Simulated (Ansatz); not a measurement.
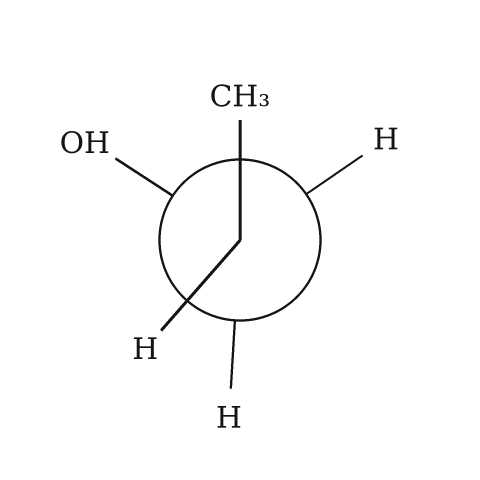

A Newman projection along the N–Sn bond, nitrogen in front; angles are drawn as computed, but eclipsed bonds slightly apart. The computed structure is the end point of a PBE0-D4/def2-TZVP optimisation. No frequency run is at hand to confirm it as a minimum.

Q: Which molecule is it?

A: CH7NOSn, C[NH][SnH2][OH]

Q: What is the torsion angle from the front CH3 to the back OH? The sign is positive where the front bond must turn clockwise to cover the back bond.

A: −57°, synclinal (gauche).
